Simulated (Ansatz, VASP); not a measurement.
# Cross-check of CaCuC between VASP and Ansatz

Aim: how closely do two programs agree when they are given the same cell, functional and k mesh? The cell is invented: As first built, before any earlier steps moved the atoms (in the runner's words): it takes the CaCuSi structure with some of its atoms replaced by other elements, volume scaled by an estimate. It may not be a known or stable phase. The cell is taken from a series of VASP runs on this material, whose earlier steps may have relaxed, scaled or displaced it; both programs get it as it stands. Valence electrons are named where the data sets of a main pair hold unlike numbers.

Method: plane waves, with VASP 6.6.1 beside it; band structure at PBE, in Ansatz 0.2.0.

## 1. The starting structure

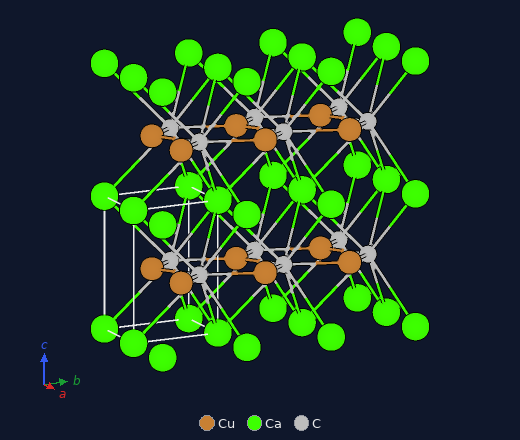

Start, viewed slightly off an axis; copper orange, calcium green, carbon light grey. 2×3×2 cells are drawn. Bonds to atoms that aren't drawn are left out. Some periodic images of atoms are drawn too.

## 2. VASP: band structure, PBE

With cell and atoms fixed, the geometry can't cause a difference; cores, projectors, grids and the points listed under the comparison can.

Lines of VASP's logs that name or quote its potential files are left out, and so is its time.

File INCAR:

```
SYSTEM = CaCuC
PREC = Accurate
ENCUT = 520
EDIFF = 1E-06
NELM = 100
ISMEAR = 0
SIGMA = 0.02
LREAL = .FALSE.
ALGO = Normal
GGA = PE
NBANDS = 25
LORBIT = 11
LWAVE = .FALSE.
LCHARG = .FALSE.
KPAR = 4
```

File POSCAR:

```
CaCuC
1.0
    3.5382347464     -0.0000000754      0.0000000000
   -1.7691170150      3.0642012370      0.0000000000
    0.0000000000      0.0000000000      4.0209659675
Cu Ca C
1 1 1
Direct
    0.6666666700      0.3333333300      0.5000000000
    0.0000000000      0.0000000000      0.0000000000
    0.3333333300      0.6666666700      0.5000000000
```

File KPOINTS:

```
Automatic mesh
0
Gamma
5 5 4
0 0 0
```

File KPOINTS_OPT:

```
Line mode
16
Line-mode
Reciprocal
  0.00000000   0.00000000   0.00000000 GAMMA
  0.50000000   0.00000000   0.00000000 M

  0.50000000   0.00000000   0.00000000 M
  0.33333333   0.33333333   0.00000000 K

  0.33333333   0.33333333   0.00000000 K
  0.00000000   0.00000000   0.00000000 GAMMA

  0.00000000   0.00000000   0.00000000 GAMMA
  0.00000000   0.00000000   0.50000000 A

  0.00000000   0.00000000   0.50000000 A
  0.50000000   0.00000000   0.50000000 L

  0.50000000   0.00000000   0.50000000 L
  0.33333333   0.33333333   0.50000000 H

  0.33333333   0.33333333   0.50000000 H
  0.00000000   0.00000000   0.50000000 A

  0.50000000   0.00000000   0.50000000 L
  0.50000000   0.00000000   0.00000000 M

  0.33333333   0.33333333   0.00000000 K
  0.33333333   0.33333333   0.50000000 H
```

Potentials, in the order of the species: Cu, Ca_sv and C (PBE family, release 64).

Started as:

```
mpirun -np 4 vasp_std
```

Numbers of over 12 decimals in the logs are rounded to 6 here.

The log of the run:

```text
[banner, memory and clock lines left out]
running    4 mpi-ranks, on    1 nodes
 distrk:  each k-point on    1 cores,    4 groups
 distr:  one band on    1 cores,    1 groups

 POSCAR found type information on POSCAR CuCaC
 POSCAR found :  3 types and       3 ions
 LDA part: xc-table for (Slater+PW92), standard interpolation
 POSCAR, INCAR and KPOINTS ok, starting setup
 FFT: planning ... GRIDC
 FFT: planning ... GRID_SOFT
 FFT: planning ... GRID
 WAVECAR not read
 entering main loop
       N       E                     dE             d eps       ncg     rms          rms(c)
DAV:   1     0.179997962826E+03    0.18000E+03   -0.11414E+04   782   0.123E+03
DAV:   2    -0.597523452240E+01   -0.18597E+03   -0.17442E+03   815   0.295E+02
DAV:   3    -0.177994914591E+02   -0.11824E+02   -0.11295E+02   892   0.758E+01
DAV:   4    -0.183429641405E+02   -0.54347E+00   -0.53908E+00  1027   0.140E+01
DAV:   5    -0.183589383297E+02   -0.15974E-01   -0.15966E-01   971   0.227E+00    0.195E+01
DAV:   6    -0.230720660771E+02   -0.47131E+01   -0.11857E+02   989   0.178E+02    0.167E+01
DAV:   7    -0.144304513821E+02    0.86416E+01   -0.17010E+01   898   0.721E+01    0.560E+00
DAV:   8    -0.137996384416E+02    0.63081E+00   -0.26505E+00  1016   0.308E+01    0.156E+00
DAV:   9    -0.138445400245E+02   -0.44902E-01   -0.47108E-01  1104   0.112E+01    0.144E+00
DAV:  10    -0.138112014604E+02    0.33339E-01   -0.25582E-01   925   0.108E+01    0.734E-01
DAV:  11    -0.138045911138E+02    0.66103E-02   -0.48551E-02   993   0.462E+00    0.186E-01
DAV:  12    -0.138043914124E+02    0.19970E-03   -0.49240E-03  1156   0.127E+00    0.625E-02
DAV:  13    -0.138043771863E+02    0.14226E-04   -0.59310E-04  1131   0.360E-01    0.120E-02
DAV:  14    -0.138043782409E+02   -0.10546E-05   -0.31931E-05  1188   0.662E-02    0.561E-03
DAV:  15    -0.138043775446E+02    0.69628E-06   -0.10814E-06   524   0.181E-02
   1 F= -.13804378E+02 E0= -.13804172E+02  d E =-.411486E-03
 Start KPOINTS_OPT (optional k-point list driver)
k-point batch [1-15\144]
       N       E                     dE             ncg
DAV:   1     0.842521340864E+03   -0.53047E+04      774
DAV:   2    -0.197360342155E+04   -0.28161E+04      807
DAV:   3    -0.215410431120E+04   -0.18050E+03      872
DAV:   4    -0.216188847443E+04   -0.77842E+01     1131
DAV:   5    -0.216199087498E+04   -0.10240E+00      939
DAV:   6    -0.216199391051E+04   -0.30355E-02     1115
DAV:   7    -0.216199393801E+04   -0.27499E-04      956
DAV:   8    -0.216199393846E+04   -0.44341E-06      787
[...]
k-point batch [136-144\144]
       N       E                     dE             ncg
DAV:   1     0.632184118380E+04   -0.85766E+04      466
DAV:   2     0.468725656842E+04   -0.16346E+04      507
DAV:   3     0.458388310101E+04   -0.10337E+03      516
DAV:   4     0.458013979016E+04   -0.37433E+01      642
DAV:   5     0.458003355333E+04   -0.10624E+00      540
DAV:   6     0.458003032254E+04   -0.32308E-02      649
DAV:   7     0.458003029345E+04   -0.29096E-04      539
DAV:   8     0.458003029325E+04   -0.19643E-06      439
```

OUTCAR, selected parts (step 2):

```text
ion  position               nearest neighbor table
   1  0.667  0.333  0.500-   3 2.04   3 2.04   3 2.04   2 2.87   2 2.87   2 2.87   2 2.87   2 2.87
                             2 2.87
   2  0.000  0.000  0.000-   1 2.87   1 2.87   1 2.87   1 2.87   1 2.87   1 2.87
   3  0.333  0.667  0.500-   1 2.04   1 2.04   1 2.04

  LATTYP: Found a hexagonal cell.
 ALAT       =     3.5382347464
 C/A-ratio  =     1.1364327852

 Subroutine GETGRP returns: Found 12 space group operations
 (whereof 12 operations were pure point group operations)

The static configuration has the point symmetry D_3h.

 Found     15 irreducible k-points:

   k-points           NKPTS =     15   k-points in BZ     NKDIM =     15   number of bands    NBANDS=     25

   dimension x,y,z NGX =    28 NGY =   28 NGZ =   30
   dimension x,y,z NGXF=    56 NGYF=   56 NGZF=   60

   ENCUT  =  520.0 eV  38.22 Ry    6.18 a.u.   6.58  6.58  7.48*2*pi/ulx,y,z

   NELECT =      25.0000    total number of electrons

 k-points in reciprocal lattice and weights: Automatic mesh
   0.00000000  0.00000000  0.00000000       0.010
   0.20000000 -0.00000000  0.00000000       0.060
   0.40000000 -0.00000000  0.00000000       0.060
   0.20000000  0.20000000  0.00000000       0.060
   0.40000000  0.20000000  0.00000000       0.060
   0.00000000  0.00000000  0.25000000       0.020
   0.20000000 -0.00000000  0.25000000       0.120
   0.40000000 -0.00000000  0.25000000       0.120
   0.20000000  0.20000000  0.25000000       0.120
[...]
0.20000000  0.20000000  0.50000000       0.060
   0.40000000  0.20000000  0.50000000       0.060

 average (electrostatic) potential at core
       1 -66.6894       2 -43.8397       3 -49.3313

 E-fermi :   4.8601

 k-point     1 :       0.0000    0.0000    0.0000
  band No.  band energies     occupation
    ...
      7       0.6991      2.00000
      8       1.2564      2.00000
      9       1.9363      2.00000
     10       1.9363      2.00000
     11       4.0143      2.00000
     12       6.4003      0.00000
     13       6.4003      0.00000
     14       6.5020      0.00000
     15       8.2729      0.00000
     16       9.9441      0.00000
    ...

 k-point     2 :       0.2000   -0.0000    0.0000
  band No.  band energies     occupation
    ...
      8       1.3899      2.00000
      9       1.7150      2.00000
     10       1.8987      2.00000
     11       4.2328      2.00000
     12       4.5752      2.00000
     13       5.8867      0.00000
     14       7.0300      0.00000
     15       8.9844      0.00000
     16       9.8676      0.00000
     17      10.1497      0.00000
    ...

 k-point     3 :       0.4000   -0.0000    0.0000
  band No.  band energies     occupation
    ...
      8       1.4551      2.00000
      9       1.5599      2.00000
     10       1.8383      2.00000
     11       2.5578      2.00000
     12       4.7524      2.00000
     13       4.8825      0.11265
     14       7.1023      0.00000
     15       9.6173      0.00000
     16       9.6454      0.00000
     17      10.3099      0.00000
    ...

  Total       -0.1121599     -0.1121599      0.1108747     -0.0000000     -0.0000000      0.0000000
  in kB       -4.1220548     -4.1220549      4.0748235     -0.0000004     -0.0000000      0.0000000
  external PRESSURE =      -1.3897621 kB  Pullay stress =       0.0000000 kB

  energy-cutoff  :      520.00
  volume of cell :       43.59
      direct lattice vectors                 reciprocal lattice vectors
     3.538234746 -0.000000075  0.000000000     0.282626814  0.163174631  0.000000000
    -1.769117015  3.064201237  0.000000000     0.000000007  0.326349327  0.000000000
     0.000000000  0.000000000  4.020965967     0.000000000  0.000000000  0.248696460

 POSITION                                       TOTAL-FORCE (eV/Angst)
 -----------------------------------------------------------------------------------
      1.76912      1.02140      2.01048        -0.000000      0.000000      0.000000
      0.00000      0.00000      0.00000         0.000000      0.000000      0.000000
      0.00000      2.04280      2.01048         0.000000      0.000000      0.000000
 -----------------------------------------------------------------------------------
    total drift:                                0.000001      0.000000      0.000000

  FREE ENERGIE OF THE ION-ELECTRON SYSTEM (eV)
  ---------------------------------------------------
  free  energy   TOTEN  =       -13.8043775446 eV

  energy  without entropy=      -13.8039660591  energy(sigma->0) =      -13.80417180

 total charge
# of ion       s       p       d       tot
------------------------------------------
    1        0.534   0.481   9.101  10.116
    2        2.050   5.865   0.293   8.209
    3        0.868   1.346   0.000   2.214
--------------------------------------------------
tot          3.452   7.692   9.394  20.538

[... 3 further parts left out ...]
```

This run has no spin polarisation. Its electron count is odd, so without a moment it is a metal by construction. The k-mesh is coarse for a metal.

## 3. Ansatz: band structure, PBE

Ansatz runs on its default PAW (the set named soft_2) files.

The same cell, functional, mesh and smearing now go to Ansatz, which takes its cutoff from its data sets.

File input.yaml:

```yaml
crystal:
  lattice:
    - [3.5382347464, -7.54e-08, 0.0]
    - [-1.769117015, 3.064201237, 0.0]
    - [0.0, 0.0, 4.0209659675]
  atoms:
    - { symbol: Cu, position: [0.66666667, 0.33333333, 0.5] }
    - { symbol: Ca, position: [0.0, 0.0, 0.0] }
    - { symbol: C, position: [0.33333333, 0.66666667, 0.5] }
hamiltonian:
  xc: pbe
  pseudopotentials: { kind: paw }
kpoints:
  mp_grid: { grid: [5, 5, 4] }
  band_path:
    path:
      - [0.0, 0.0, 0.0]
      - [0.13333, 0.0, 0.0]
      - [0.3, 0.0, 0.0]
      - [0.46667, 0.0, 0.0]
      - [0.46667, 0.06667, 0.0]
      - [0.41111, 0.17778, 0.0]
      - [0.35556, 0.28889, 0.0]
      - [0.28889, 0.28889, 0.0]
      - [0.17778, 0.17778, 0.0]
      - [0.06667, 0.06667, 0.0]
      - [0.0, 0.0, 0.03333]
      - [0.0, 0.0, 0.2]
      - [0.0, 0.0, 0.36667]
      - [0.0, 0.0, 0.5]
      - [0.16667, 0.0, 0.5]
      - [0.3, 0.0, 0.5]
      - [0.46667, 0.0, 0.5]
      - [0.46667, 0.06667, 0.5]
      - [0.41111, 0.17778, 0.5]
      - [0.35556, 0.28889, 0.5]
      - [0.28889, 0.28889, 0.5]
      - [0.17778, 0.17778, 0.5]
      - [0.06667, 0.06667, 0.5]
      - [0.5, 0.0, 0.46667]
      - [0.5, 0.0, 0.3]
      - [0.5, 0.0, 0.13333]
      - [0.33333, 0.33333, 0.0]
      - [0.33333, 0.33333, 0.16667]
      - [0.33333, 0.33333, 0.33333]
      - [0.33333, 0.33333, 0.5]
    npoints: 1
scf:
  occupations: { method: gaussian, width: 0.02 }
  n_extra_bands: 7
output:
  forces: true
  stress: true
  eigenvalues: true
```

Started as:

```
ansatz run input.yaml --threads 2 --pin off --max-ram 4608MiB --backend cpu --events-out ev --progress --plain --runs-dir out
```

The log of the run:

```text
Warning: the atoms were moved onto the symmetric positions of the space group found under crystal.symmetry.tolerance 1.0e-5 (fractional; no operation is sought that the atoms, as they stand in a round, miss by more than twice it, and no atom is moved by as much as it), and the run uses the moved positions. Before a round's move an operation carried an atom to 3.54e-8 Å from where it should land, the largest such dist [...]
scf.n_extra_bands = 7 over 17 filled bands (N_el = 33.0): the run solves 24 bands
Engine: ansatz 0.2.0, aarch64-unknown-linux-gnu
Pseudopotentials: kind: paw
Pseudopotential: Cu, paw, valence charge 19, recommended cutoff 420 eV (normal), Cu.paw.azcp
Pseudopotential: Ca, paw, valence charge 10, recommended cutoff 420 eV (normal), Ca.paw.azcp
Pseudopotential: C, paw, valence charge 4, recommended cutoff 420 eV (normal), C.paw.azcp
Functional definition: PBE
  parameter kappa = 0.804
  parameter beta = 0.066725
  exchange = pbe_x(kappa = kappa, mu = beta*pi^2/3)
  correlation = pbe_c(beta = beta)
Crystal: 3 atoms, lattice volume = 43.595 Å³
Basis set: ecut = 420 eV, 823 PW (Γ), exchange–correlation on 48×48×54 points (8 copies of the dense FFT grid, shifted against one another)
Bands: 24, of which v1, the nominal top of the filled ones, is band 17 counted from 1 (16 counted from 0)
Symmetry: 12 space group operations
Space group: P-6m2 (ITA 187), of the structure as read, at distance tolerance 3.5e-5 Å
k-points: 15 of 100 (time reversal used)
Non-local potential: Cu, projectors of the file, l = 0: 3, l = 1: 2, l = 2: 3, l = 3: 1
Non-local potential: Ca, projectors of the file, l = 0: 3, l = 1: 2, l = 2: 2
Non-local potential: C, projectors of the file, l = 0: 2, l = 1: 2, l = 2: 1
PAW form: soft (Blöchl's): semilocal exchange-correlation on the pseudo side does not see the compensation charge
PAW one-centre angular grid: Cu, 590 points (default); XC on 64 Gauss nodes
PAW one-centre angular grid: Ca, 110 points (default); XC on 64 Gauss nodes
PAW one-centre angular grid: C, 110 points (default); XC on 64 Gauss nodes
Initial density: superposition of atomic densities (neutral atoms: chi_scale 0, normalization atom), corrected by the library's trained network
Initial wavefunctions: pseudopotential atomic-orbital guess
Functional: x = pbe(κ = 0.804, μ = 0.219515), c = pbe(β = 0.066725)
SCF iter   1: F=—  HF=-8691.941486 eV  |F-HF|=—  |Δ(HF+E_count)|=         —  Δρ=1.07e-2  dr2=6.88e-2  ethr=1.77e-3  ⟨swp⟩=7.4  Hψ=1935  notcnv=0
preconditioner: auto → Resta (q_TF=auto, 2.605 Å⁻¹)  ε∞=5.0  [insulator: Δε(μ)=0.084 eV  Ē_g=13.415 eV  σ=0.020 eV  W_gap=0.51  n_scr=20 (ndim 8)  ℏωp=27.0 eV  f_vac=0.000  D(μ)=7.12/eV (n_scr^D=120)  ε∞_Penn≈5.0]
SCF iter   2: F=—  HF=-8691.932037 eV  |F-HF|=—  |Δ(HF+E_count)|=   9.45e-3  Δρ=2.21e-3  dr2=3.50e-3  ethr=2.09e-4  ⟨swp⟩=2.0  Hψ=576  notcnv=0  defer=18
preconditioner: auto → Kerker (q_TF=auto, 2.605 Å⁻¹)  [metal: Δε(μ)=0.020 eV  Ē_g=13.355 eV  σ=0.020 eV  W_gap=0.50  n_scr=20 (ndim 8)  ℏωp=27.0 eV  f_vac=0.000  D(μ)=7.35/eV (n_scr^D=120)]
SCF iter   3: F=—  HF=-8691.931388 eV  |F-HF|=—  |Δ(HF+E_count)|=   6.49e-4  Δρ=1.87e-3  dr2=1.97e-3  ethr=1.06e-5  ⟨swp⟩=2.7  Hψ=618  notcnv=0  defer=18
SCF iter   4: F=—  HF=-8691.931116 eV  |F-HF|=—  |Δ(HF+E_count)|=   2.72e-4  Δρ=7.18e-4  dr2=3.59e-4  ethr=5.98e-6  ⟨swp⟩=1.3  Hψ=347  notcnv=0  defer=18
SCF iter   5: F=—  HF=-8691.931079 eV  |F-HF|=—  |Δ(HF+E_count)|=   3.69e-5  Δρ=2.88e-4  dr2=4.32e-5  ethr=1.09e-6  ⟨swp⟩=2.6  Hψ=494  notcnv=0  defer=18
SCF iter   6: F=—  HF=-8691.931053 eV  |F-HF|=—  |Δ(HF+E_count)|=   2.61e-5  Δρ=4.10e-5  dr2=9.36e-7  ethr=1.31e-7  ⟨swp⟩=2.6  Hψ=498  notcnv=0  defer=18
SCF iter   7: F=—  HF=-8691.931053 eV  |F-HF|=—  |Δ(HF+E_count)|=   6.60e-7  Δρ=2.04e-5  dr2=1.84e-7  ethr=3.03e-10  ⟨swp⟩=8.2  Hψ=1805  notcnv=0
SCF iter   8: F=-8691.931053 eV  HF=-8691.931053 eV  |F-HF|=1.09e-9  |Δ(HF+E_count)|=   7.25e-8  Δρ=5.33e-6  dr2=1.22e-8  ethr=3.03e-10  ⟨swp⟩=4.3  Hψ=1086  notcnv=0
SCF 1 converged in 8 iterations: F = -8691.931053 eV  dr2 = 1.22e-8
  greatest PAW one-centre occupation: 1.000 electrons in one spin orbital (limit 2), on the Cu atom at site 0 (counted from 0), in its partial waves of l = 0
NSCF: frozen V_eff on 30 k-points
SCF converged after 8 iterations
Free energy (F): -8691.931053 eV
Harris-Foulkes:  -8691.931053 eV  (|F-HF|=1.09e-9)
Internal energy: -8691.930126 eV  (E = F + TS)
E sigma→0 (E₀):  -8691.930590 eV
Entropy (-TS):   -0.000928 eV (-0.309 meV/atom)
Fermi energy:    10.699742 eV
--- Per-component energies (eV) ---
  E_band       = -559.941803
  E_kinetic    = 662.512372
  E_local      = -5969.611263  (includes V_loc(G=0)·N_el)
  E_nonlocal   = 473.161207
  E_hartree    = 2565.514331
  E_xc         = -275.148660
  E_vxc        = -346.761068  (∫ρ·V_xc dr)
  E_paw        = -2613.275538  (= ΣΔE_a)
  E_vpaw       = -510.275861  (= ΣTr[D̂ρ^β])
  E_aug_tail   = 0.000270  (compensation charges beyond the density's cutoff)
  E_ewald      = -3535.082843
  E_smearing   = -0.000928  (= −TS)
  E_closure    = 0.000000  (closes the sum)
  Σ components = -8691.931053   (vs F -8691.931053, Δ=0.00e0)
--- Forces (eV/Å), atoms counted from 1 ---
  atom   1  Cu     0.00000000     0.00000000     0.00000000
  atom   2  Ca     0.00000000    -0.00000000     0.00000000
  atom   3  C     -0.00000000    -0.00000000     0.00000000
  max |Σ_I F_I| component: 1.34e-16 eV/Å
--- Stress (GPa, compression-positive) ---
       -0.843320       0.000000       0.000000
       -0.000000      -0.843320       0.000000
        0.000000       0.000000       0.299883
  P = ⅓ Tr σ = -0.4623 GPa (-4.623 kbar)
--- Band table (eV; the first three rows and the last of 15) ---
  k-point 0: bands = [... 13 lower, 7.8061, 9.8295, 12.2497, 12.2497, 12.3642, 14.0940, 15.7835, 15.7835, ... 3 higher]
  k-point 1: bands = [... 13 lower, 7.7798, 8.5640, 12.5388, 12.5388, 13.5644, 14.7293, 15.1793, 15.1793, ... 3 higher]
  k-point 2: bands = [... 13 lower, 7.7482, 7.9156, 12.9031, 12.9031, 14.3093, 14.9428, 14.9428, 15.6093, ... 3 higher]
  k-point 14: bands = [... 13 lower, 7.9535, 8.0374, 9.1732, 10.3606, 11.5511, 16.0171, 16.5903, 17.1742, ... 3 higher]
```

Wall time 3.5 s (2 threads of Arm Neoverse N1, shared host); peak memory 0.3 GiB.

## 4. Differences

Known differences besides the potentials themselves: the data sets hold 33 valence electrons in Ansatz (on its default PAW (the set named soft_2) files) and 25 in VASP; the cutoff is 420 eV in Ansatz and 520 eV in VASP; VASP leaves aspherical gradient terms in its spheres out (LASPH is not set), Ansatz keeps them. Total energies have different zeros and are not compared.

Compared:

| quantity | Ansatz | VASP | difference |
| --- | --- | --- | --- |
| pressure (GPa) | -0.46 | -0.14 | -0.32 |
| pressure without Ansatz's Pulay correction (GPa) | -0.62 | -0.14 | -0.48 |

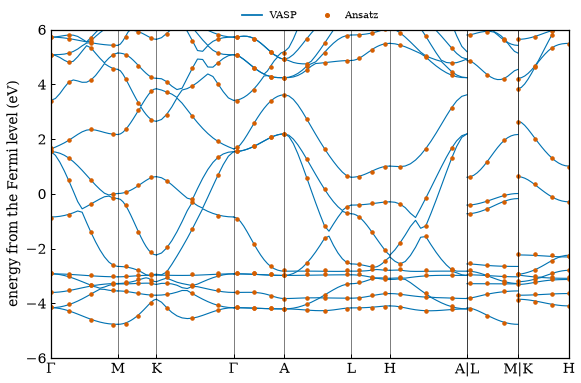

Bands from VASP (lines) and levels from Ansatz (dots). Dots without a line are higher empty bands that the VASP plot leaves out.

Levels from 3 eV below to 2 eV above the Fermi level differ by 21 meV r.m.s. and 43 meV at most; each VASP level is matched to the nearest of Ansatz, which flatters the figure a little. Ansatz's pressure holds a Pulay correction of 0.16 GPa; VASP's holds none.

## 5. Results

| Item | Value |
| --- | --- |
| r.m.s. difference of levels near the Fermi level (band structure, PBE) | 21 meV |

In words: The r.m.s. difference of levels near the Fermi level is 21 meV (band structure, PBE), within the 80 meV picked in this series as the mark of a large difference. The data sets hold unlike numbers of valence electrons (33 in Ansatz and 25 in VASP), so part of the differences comes from the potentials. Such differences can come from data sets, numerical settings and the points named under the comparisons, not from the functional's error against experiment.

[Lines on the potential files, build, host, timing and source positions are cut from VASP's logs without a mark.]

[Logs are printed without paths, hosts, clocks, repeated set-up lines and the standing remarks that a program may print on its own settings, such as how far it seeks lower states.]

[Hosts, paths, dates, database ids (printed as entryN), source tags and the programs' standing remarks are cut or masked in the printed files.]
